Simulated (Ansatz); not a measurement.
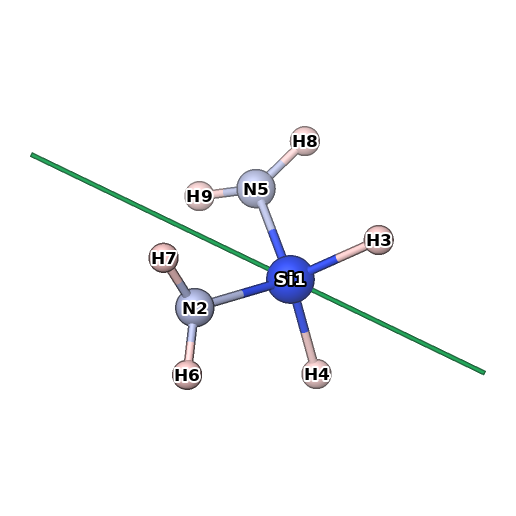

A line through the centre of mass is drawn in. Distant atoms are faded towards the background colour. The computed structure is the end point of a PBE0-D4/def2-TZVP optimisation.

> Is the line a proper rotation axis of the structure, and of what order?

Yes, a C2 axis. A turn by 180° leaves Si1 in place and moves N2 ↔ N5; H3 ↔ H4; H6 ↔ H8; H7 ↔ H9. The point group is C2.
